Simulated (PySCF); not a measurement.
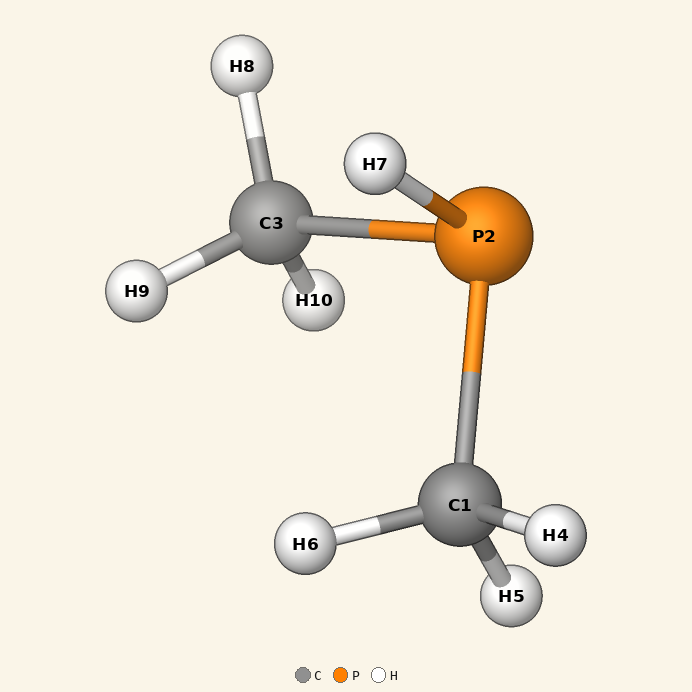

Computed geometry: GFN2-xTB optimisation. No frequency run is at hand to confirm it as a minimum. Level of theory: delta-SCF UKS SCAN, pcX-2 on the ionised atom, pcseg-1 elsewhere, spin-free X2C (PySCF 2.14.0).

Give the core-electron binding energies (to vacuum; p and d levels without spin–orbit splitting) of C1 1s, P2 1s, P2 2p.

| atom | level | binding energy (eV) |
| --- | --- | --- |
| C1 | 1s | 290.5 |
| P2 | 1s | 2149.8 |
| P2 | 2p | 136.5 |

The geometry is semi-empirical. Around P such bond lengths and angles can be off by a tenth of an ångström or more and by several degrees, and values that hang on the shape move with them.
